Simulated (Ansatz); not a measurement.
# Calculations on CH$_{6}$SeSi and related structures

## 1. Relaxation

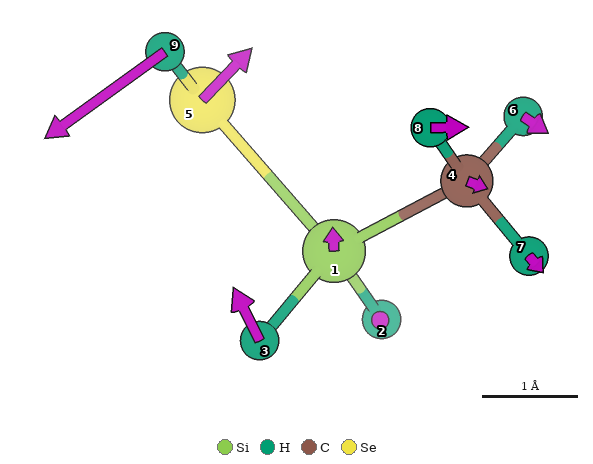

A relaxation of CH₆SeSi. The starting structure is drawn; purple arrows show the displacements, magnified 50 times. The two geometries are superimposed by the best rigid fit.

Style: ball-and-stick. Shown at a tilt.

It is one of the separated products of a reaction.

Computed with RKS PBE0-D4/def2-TZVP (Ansatz). Set-up: force threshold 0.005 eV/Å; at most 200 steps.

**Which element moves most?**

Hydrogen: up to 0.032 Å, against 0.016 Å for selenium.

**What did the optimiser do to the structure, and how much energy did it gain?**

H9 moves most after the best rigid fit: 0.032 Å. Largest moves by element: H 0.032 Å, Se 0.016 Å, Si 0.005 Å, C 0.005 Å. The energy falls by less than 0.0005 eV in 6 accepted moves (7 points after the start). Largest force component: 0.03 eV/Å at the start, 0.0019 eV/Å at the end. The line search rejected the trial step at point 5 of the run.

## 2. Relaxation

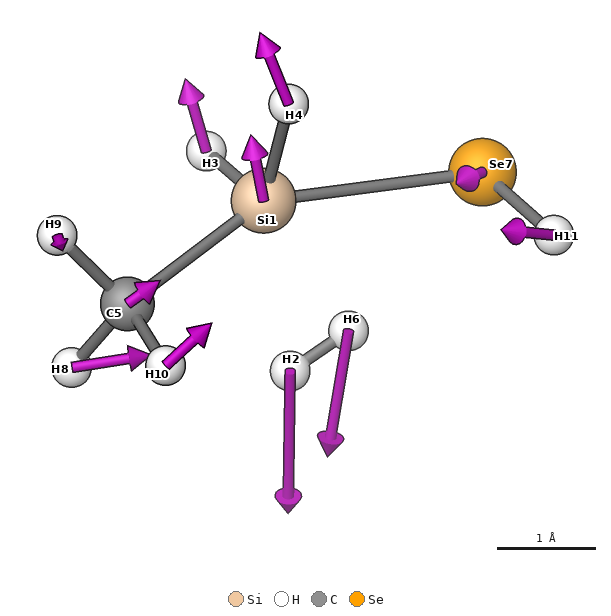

This is a relaxation of CH8SeSi (started from a transition state, displaced along its imaginary mode). The starting structure is drawn; purple arrows show the displacements, at their true length. The two geometries are superimposed by the best rigid fit.

The picture is a ball-and-stick view, seen at a tilt.

Theory: Ansatz 0.2.0, RKS PBE0-D4/def2-TZVP.

Input file:
```yaml
crystal:
  periodic: [false, false, false]
  atoms:
    - {symbol: Si, position_ang: [-0.387346, 0.200536, -0.403969]}
    - {symbol: H, position_ang: [0.344105, -1.419588, 0.372437]}
    - {symbol: H, position_ang: [-1.741140, -0.399832, -0.394723]}
    - {symbol: H, position_ang: [-0.245765, 1.468906, -1.103502]}
    - {symbol: C, position_ang: [-0.054879, 0.740085, 1.418274]}
    - {symbol: H, position_ang: [0.327513, -1.529159, -0.364136]}
    - {symbol: Se, position_ang: [0.133875, -1.073896, -2.427300]}
    - {symbol: H, position_ang: [-0.366194, 0.029772, 2.192793]}
    - {symbol: H, position_ang: [-0.615271, 1.670450, 1.593180]}
    - {symbol: H, position_ang: [1.014112, 0.978980, 1.591161]}
    - {symbol: H, position_ang: [1.590992, -0.666455, -2.474214]}
basis:
  gaussian: {orbitals: def2-TZVP}
hamiltonian: {xc: pbe0, dispersion: d4}
relax: {f_tol: 0.005, max_steps: 200}
```

Run as
```bash
ansatz run in.yaml --threads 4 --pin off --events-out ev --progress --plain --max-ram 9574MiB
```

### Which element moves most?

Hydrogen: up to 1.87 Å, against 0.74 Å for silicon.

### What did the optimiser do to the structure, and how much energy did it gain?

H2 moves most after the best rigid fit: 1.87 Å. By element the largest moves are H 1.87 Å, Si 0.74 Å, Se 0.53 Å, C 0.43 Å. Among the contacts that change: Si1–H2 1.940 → 4.497 Å, Si1–H6 1.872 → 3.931 Å, H6–Se7 2.122 → 3.315 Å, Si1–Se7 2.447 → 2.286 Å. Among the angles between lasting bonds that change: C5–Si1–Se7 152.8° → 112.6°, H4–Si1–Se7 92.0° → 109.8°, H3–Si1–Se7 89.4° → 103.3°. After 15 accepted moves (17 points after the start) the energy has fallen by 1.906 eV. Largest force component: 1.8 eV/Å at the start, 0.0028 eV/Å at the end. The line search rejected the trial steps at points 11, 14 of the run.

## 3. Reaction

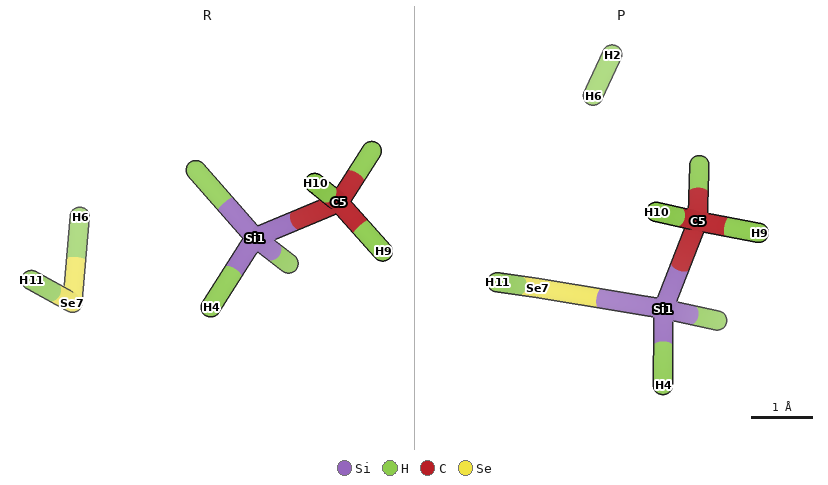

Reactant (R) and product (P) of one elementary step of CH₈SeSi. A stick model, seen at a tilt.

Stationary points at PBE0-D4/def2-TZVP, single-point energies with CCSD(T)/CBS (def2-TZVPP where no basis is named; Ansatz 0.2.0). The energies are electronic, without zero-point or thermal terms, and both ends are the minima reached downhill from the saddle, with any fragments still in contact. CCSD(T)/CBS stands for a frozen-core estimate: MP2 correlation extrapolated from def2-TZVPP and def2-QZVPP, CCSD(T) minus MP2 from the smaller set.

> What is the transition state like, and how high is the barrier?

Counted by bonded pieces, R holds CH₆Si + H₂Se and P holds CH₆SeSi + H₂. From R over the saddle to P, bonds form: Se–Si (3.92 → 2.72 → 2.29 Å), H–H (3.20 → 0.96 → 0.75 Å). Bonds break: H–Si (1.49 → 1.72 → 4.50 Å), H–Se (1.47 → 1.85 → 3.31 Å). The saddle has one imaginary mode, 1067i cm⁻¹. With CCSD(T)/CBS the barrier is 201.4 kJ/mol from R and 245.6 kJ/mol from P, and P lies 44.2 kJ/mol below R.

The saddle point in the same view, with dashed sticks for the bonds that form or break:

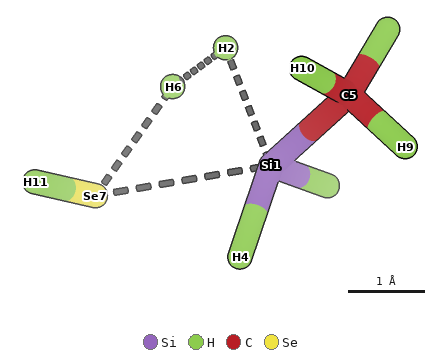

## 4. Reaction

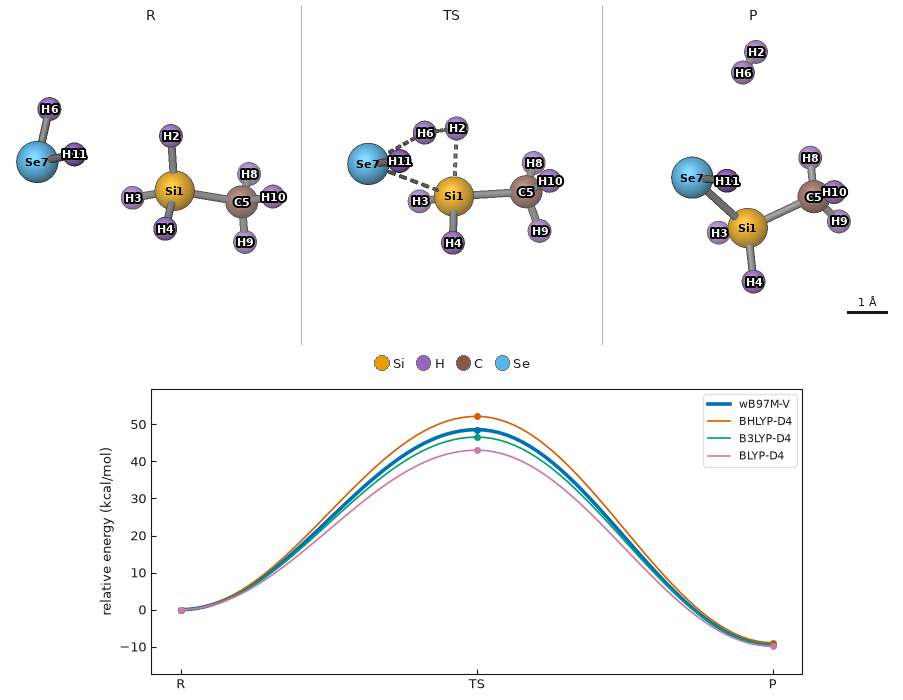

A reaction step of CH₈SeSi, with its energy diagram. Style: ball-and-stick. Shown at a tilt. Dashed sticks mark bonds that form or break.

Stationary points at PBE0-D4/def2-TZVP, single-point energies with wB97M-V, BHLYP-D4, B3LYP-D4, BLYP-D4 (def2-TZVPP where no basis is named; Ansatz 0.2.0). The energies are electronic, without zero-point or thermal terms, and both ends are the minima reached downhill from the saddle, with any fragments still in contact.

### What happens, and what does it cost?

Counted by bonded pieces, R holds CH₆Si + H₂Se and P holds CH₆SeSi + H₂. From R over the saddle to P, bonds form: Si1–Se7 (3.92 → 2.72 → 2.29 Å), H2–H6 (3.20 → 0.96 → 0.75 Å). Bonds break: Si1–H2 (1.49 → 1.72 → 4.50 Å), H6–Se7 (1.47 → 1.85 → 3.31 Å). The saddle has one imaginary mode, 1067i cm⁻¹. With wB97M-V the barrier is 48.6 kcal/mol from R and 58.1 kcal/mol from P, and P lies 9.5 kcal/mol below R.

```
   level  barrier from R (kcal/mol)  barrier from P (kcal/mol)  P less R (kcal/mol)
 wB97M-V                       48.6                       58.1                 −9.5
BHLYP-D4                       52.1                       61.1                 −8.9
B3LYP-D4                       46.6                       56.0                 −9.4
 BLYP-D4                       43.0                       52.9                 −9.9
```

Limits of the set-up: the start holds two separate molecules, 3.2 Å apart at their closest, whose relative position is a soft coordinate.
